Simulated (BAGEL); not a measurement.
# doublet B2H2OZn+ at 5 levels

We compute a comparison of 5 runs (UHF/3-21G, ROHF/6-31G*, UHF/6-31G*, ROHF/cc-pVDZ, UHF/cc-pVDZ) of doublet B2H2OZn+. 

The calculation is run with BAGEL 1.2.2.

## 1. Starting point

B2H2OZn+ has 6 atoms, charge +1, and is taken as a doublet. SMILES of the parent species: `[BH]1O[BH][Zn]1`. Geometry: relaxed at PBE0-D4/def2-TZVP. That shape belongs to the parent species and isn't relaxed for this state.

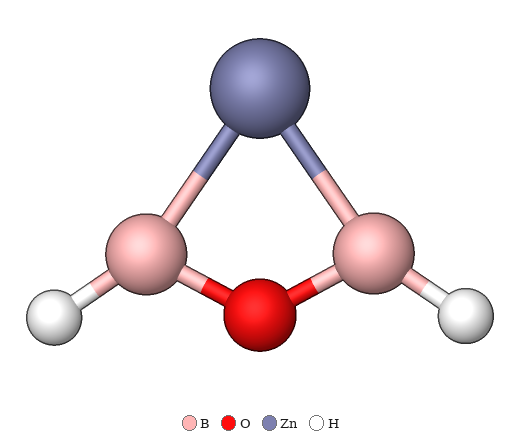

Viewed from a chosen angle; boron pink, oxygen red, zinc blue, hydrogen white.

## 2. A single-point energy at UHF/3-21G (density fitting with qzvpp-jkfit) (run 1)

Contents of hf.json:

```json
{ "bagel": [

{
  "title": "molecule",
  "basis": "3-21g",
  "df_basis": "qzvpp-jkfit",
  "angstrom": true,
  "geometry": [
    { "atom": "B", "xyz": [      -0.627200,       0.542100,      -0.897500 ] },
    { "atom": "O", "xyz": [       0.285900,       0.514800,       0.146400 ] },
    { "atom": "B", "xyz": [       0.606500,      -0.629100,       0.862700 ] },
    { "atom": "Zn", "xyz": [      -0.811100,      -1.552300,      -0.460100 ] },
    { "atom": "H", "xyz": [      -0.822400,       1.590100,      -1.441800 ] },
    { "atom": "H", "xyz": [       1.410400,      -0.529500,       1.743900 ] }
  ]
},

{ "title": "uhf", "charge": 1, "nopen": 1 },

{ "title": "print", "file": "orbitals.molden", "orbitals": true }

]}
```

Launch:

```sh
BAGEL_NUM_THREADS=1 BAGEL hf.json > hf.out
```

Standard output:

```text
* using 1 threads per process

  ===============================================================
  ===============================================================

  *** Geometry ***

  { "atom" : "B", "xyz" : [     -1.185236,      1.024421,     -1.696029 ] },
  { "atom" : "O", "xyz" : [      0.540273,      0.972831,      0.276656 ] },
  { "atom" : "B", "xyz" : [      1.146119,     -1.188827,      1.630267 ] },
  { "atom" : "Zn", "xyz" : [     -1.532757,     -2.933422,     -0.869463 ] },
  { "atom" : "H", "xyz" : [     -1.554111,      3.004854,     -2.724607 ] },
  { "atom" : "H", "xyz" : [      2.665270,     -1.000610,      3.295493 ] },

  Number of auxiliary basis functions:      527

  Since a DF basis is specified, we compute 2- and 3-index integrals:
    o Being stored without compression. Storage requirement is 0.014 GB

  Number of basis functions:       58
  Number of electrons      :       50

    * METHOD: MOLECULE                             0.30

  *** Open-shell HF ***

  === Nuclear Repulsion ===
   181.9001827140

      * DIIS with orbital gradients will be used.

  === UHF iteration (3-21g) ===
      0      -1893.25277107          0.04183093           0.13
      1      -1893.34319529          0.03083420           0.12
      2      -1893.36850363          0.02264235           0.12
      3      -1893.39272187          0.00135079           0.13
      4      -1893.39439979          0.00041559           0.12
      5      -1893.39503214          0.00023827           0.12
      6      -1893.39538916          0.00015742           0.12
      7      -1893.39552329          0.00009919           0.12
      8      -1893.39558231          0.00003161           0.12
      9      -1893.39558400          0.00001958           0.12
     10      -1893.39558555          0.00000535           0.12
     11      -1893.39558583          0.00000220           0.12
     12      -1893.39558593          0.00000135           0.14
     13      -1893.39558596          0.00000062           0.11
     14      -1893.39558597          0.00000034           0.11
     15      -1893.39558597          0.00000019           0.11
     16      -1893.39558597          0.00000013           0.11
     17      -1893.39558597          0.00000006           0.11
     18      -1893.39558597          0.00000003           0.11
     19      -1893.39558597          0.00000002           0.11
     20      -1893.39558597          0.00000002           0.11
     21      -1893.39558597          0.00000001           0.11
    * SCF iteration converged.

    * S^2 (UHF) is 0.9129

    * Permanent dipole moment:
           (    0.488369,     0.920272,     0.270084) a.u.

    * METHOD: UHF                                  2.84

    * METHOD: PRINT                                0.01

  ===============================================================
```

It took 3.6 s on 1 thread of Intel Xeon Platinum 8259CL at 2.50GHz (Skylake/Cascade Lake), shared host; peak memory 0.1 GiB.

## 3. The energy at ROHF/6-31G(d) (density fitting with qzvpp-jkfit, spherical functions) (run 2)

Contents of calc.json:

```json
{ "bagel" : [

{
  "title" : "molecule",
  "basis" : "6-31gs.json",
  "df_basis" : "qzvpp-jkfit",
  "angstrom" : true,
  "geometry" : [
    { "atom" : "B", "xyz" : [      -0.627200,       0.542100,      -0.897500 ] },
    { "atom" : "O", "xyz" : [       0.285900,       0.514800,       0.146400 ] },
    { "atom" : "B", "xyz" : [       0.606500,      -0.629100,       0.862700 ] },
    { "atom" : "Zn", "xyz" : [      -0.811100,      -1.552300,      -0.460100 ] },
    { "atom" : "H", "xyz" : [      -0.822400,       1.590100,      -1.441800 ] },
    { "atom" : "H", "xyz" : [       1.410400,      -0.529500,       1.743900 ] }
  ]
},

{ "title" : "rohf", "charge" : 1, "nopen" : 1 },

{ "title" : "print", "file" : "orbitals.molden", "orbitals" : true }

]}
```

The basis set 6-31G* is read from a file made from the Basis Set Exchange's data (not shown).

Launch:

```sh
BAGEL_NUM_THREADS=1 BAGEL calc.json > calc.out
```

Standard output:

```text
* using 1 threads per process

  ===============================================================
  ===============================================================

  *** Geometry ***

  { "atom" : "B", "xyz" : [     -1.185236,      1.024421,     -1.696029 ] },
  { "atom" : "O", "xyz" : [      0.540273,      0.972831,      0.276656 ] },
  { "atom" : "B", "xyz" : [      1.146119,     -1.188827,      1.630267 ] },
  { "atom" : "Zn", "xyz" : [     -1.532757,     -2.933422,     -0.869463 ] },
  { "atom" : "H", "xyz" : [     -1.554111,      3.004854,     -2.724607 ] },
  { "atom" : "H", "xyz" : [      2.665270,     -1.000610,      3.295493 ] },

  Number of auxiliary basis functions:      527

  Since a DF basis is specified, we compute 2- and 3-index integrals:
    o Being stored without compression. Storage requirement is 0.027 GB

  Number of basis functions:       80
  Number of electrons      :       50

    * METHOD: MOLECULE                             0.45

  *** Open-shell HF ***

  === Nuclear Repulsion ===
   181.9001827140

      * DIIS with orbital gradients will be used.

  === ROHF iteration (6-31gs.json) ===
      0      -1902.39868995          0.03836246           0.19
      1      -1902.48847867          0.03203313           0.18
      2      -1902.53103571          0.02310088           0.19
      3      -1902.58192042          0.00148193           0.18
      4      -1902.58257174          0.00057151           0.18
      5      -1902.58266207          0.00025323           0.18
      6      -1902.58268192          0.00006841           0.18
      7      -1902.58268655          0.00001439           0.20
      8      -1902.58268839          0.00000447           0.18
      9      -1902.58268854          0.00000187           0.18
     10      -1902.58268861          0.00000088           0.17
     11      -1902.58268859          0.00000045           0.17
     12      -1902.58268860          0.00000042           0.17
     13      -1902.58268859          0.00000042           0.17
     14      -1902.58268860          0.00000041           0.17
     15      -1902.58268860          0.00000037           0.18
     16      -1902.58268859          0.00000028           0.18
     17      -1902.58268859          0.00000022           0.17
     18      -1902.58268859          0.00000014           0.17
     19      -1902.58268859          0.00000008           0.17
     20      -1902.58268859          0.00000004           0.17
     21      -1902.58268859          0.00000002           0.17
     22      -1902.58268859          0.00000001           0.17
     23      -1902.58268859          0.00000001           0.17
    * SCF iteration converged.

    * S^2 (ROHF) is 0.7500

    * Permanent dipole moment:
           (    0.393156,     0.741233,     0.217314) a.u.

    * METHOD: ROHF                                 4.57

    * METHOD: PRINT                                0.01

  ===============================================================
```

Run time: 5.4 s. Hardware: 1 thread of Intel Xeon Platinum 8259CL at 2.50GHz (Skylake/Cascade Lake), shared host; peak memory 0.13 GiB.

Runs 3 to 4 aren't shown in full; the table further down has their settings and results.

## 4. The energy at UHF/cc-pVDZ (density fitting with qzvpp-jkfit) (run 5)

Contents of input.json:

```json
{ "bagel": [

{
  "title": "molecule",
  "basis": "cc-pvdz.json",
  "df_basis": "qzvpp-jkfit",
  "angstrom": "true",
  "geometry": [
    { "atom": "B", "xyz": [      -0.627200,       0.542100,      -0.897500 ] },
    { "atom": "O", "xyz": [       0.285900,       0.514800,       0.146400 ] },
    { "atom": "B", "xyz": [       0.606500,      -0.629100,       0.862700 ] },
    { "atom": "Zn", "xyz": [      -0.811100,      -1.552300,      -0.460100 ] },
    { "atom": "H", "xyz": [      -0.822400,       1.590100,      -1.441800 ] },
    { "atom": "H", "xyz": [       1.410400,      -0.529500,       1.743900 ] }
  ]
},

{ "title": "uhf", "charge": 1, "nopen": 1 },

{ "title": "print", "file": "orbitals.molden", "orbitals": "true" }

]}
```

The basis set cc-pVDZ is read from a file made from the Basis Set Exchange's data (not shown).

Launch:

```sh
BAGEL_NUM_THREADS=1 BAGEL input.json > input.out
```

Standard output:

```text
* using 1 threads per process

  ===============================================================
  ===============================================================

  *** Geometry ***

  { "atom" : "B", "xyz" : [     -1.185236,      1.024421,     -1.696029 ] },
  { "atom" : "O", "xyz" : [      0.540273,      0.972831,      0.276656 ] },
  { "atom" : "B", "xyz" : [      1.146119,     -1.188827,      1.630267 ] },
  { "atom" : "Zn", "xyz" : [     -1.532757,     -2.933422,     -0.869463 ] },
  { "atom" : "H", "xyz" : [     -1.554111,      3.004854,     -2.724607 ] },
  { "atom" : "H", "xyz" : [      2.665270,     -1.000610,      3.295493 ] },

  Number of auxiliary basis functions:      527

  Since a DF basis is specified, we compute 2- and 3-index integrals:
    o Being stored without compression. Storage requirement is 0.038 GB

  Number of basis functions:       95
  Number of electrons      :       50

    * METHOD: MOLECULE                             0.54

  *** Open-shell HF ***

  === Nuclear Repulsion ===
   181.9001827140

      * DIIS with orbital gradients will be used.

  === UHF iteration (cc-pvdz.json) ===
      0      -1902.72483284          0.03112091           0.23
      1      -1902.81755289          0.03050665           0.25
      2      -1902.86534265          0.02398129           0.24
      3      -1902.94856733          0.00332318           0.25
      4      -1902.95065218          0.00146942           0.22
      5      -1902.95205370          0.00035370           0.24
      6      -1902.95267492          0.00022301           0.23
      7      -1902.95311597          0.00016465           0.23
      8      -1902.95333666          0.00007716           0.22
      9      -1902.95337764          0.00003148           0.22
     10      -1902.95338074          0.00000912           0.21
     11      -1902.95338104          0.00000673           0.21
     12      -1902.95338127          0.00000268           0.22
     13      -1902.95338137          0.00000150           0.21
     14      -1902.95338140          0.00000114           0.23
     15      -1902.95338143          0.00000031           0.22
     16      -1902.95338143          0.00000010           0.22
     17      -1902.95338143          0.00000005           0.21
     18      -1902.95338143          0.00000003           0.21
     19      -1902.95338143          0.00000002           0.22
     20      -1902.95338143          0.00000001           0.22
    * SCF iteration converged.

    * S^2 (UHF) is 0.9522

    * Permanent dipole moment:
           (    0.269203,     0.507334,     0.148916) a.u.

    * METHOD: UHF                                  5.17

    * METHOD: PRINT                                0.03

  ===============================================================
```

Run time: 6 s. Hardware: 1 thread of Intel Xeon Platinum 8259CL at 2.50GHz (Skylake/Cascade Lake), shared host; peak memory 0.15 GiB.

## 5. Overview of the runs

```csv
run,level,energy (Eh),⟨S²⟩,wall time
1,UHF/3-21G (density fitting with qzvpp-jkfit),-1893.395586,0.913,3.6 s
2,"ROHF/6-31G* (density fitting with qzvpp-jkfit, spherical functions)",-1902.582689,0.750,5.4 s
3,"UHF/6-31G* (density fitting with qzvpp-jkfit, spherical functions)",-1902.596927,0.944,4.8 s
4,ROHF/cc-pVDZ (density fitting with qzvpp-jkfit),-1902.938369,0.750,8.4 s
5,UHF/cc-pVDZ (density fitting with qzvpp-jkfit),-1902.953381,0.952,6 s
```

## 6. Results

| quantity | value |
| --- | --- |
| run 5: total energy | -1902.95338 Eh |
| run 5: ⟨S²⟩ | 0.952 |

**Reading.** Spin contamination: run 1 ⟨S²⟩ = 0.91, run 3 ⟨S²⟩ = 0.94, run 5 ⟨S²⟩ = 0.95. All runs together took 28 s, the longest 8.4 s.
